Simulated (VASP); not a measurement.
Band structure of BaO (rock salt). These are PW91 GGA, VASP's PBE PAW potentials (set 64) (plane waves; VASP 6.6.1) values and carry that method's errors.

Unless said otherwise, spin-orbit coupling is left out, though it shifts the bands of the heavy elements here.

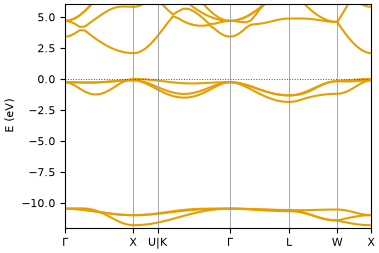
Bands along high-symmetry lines, zero at the valence-band maximum or, without a gap, the Fermi level

### Question
Read the plot: is there a gap, and where are the band edges?

### Answer
The gap is direct, 2.08 eV, from the valence maximum at X to the conduction minimum at X. (Edges off the drawn lines would not show.)

Measured: gap 4.40 eV (computed value off by -2.32 eV), as given by Abedi et al., (2022), arXiv:2211.14644.

The compound is BaO in the rock salt structure. It was relaxed first.
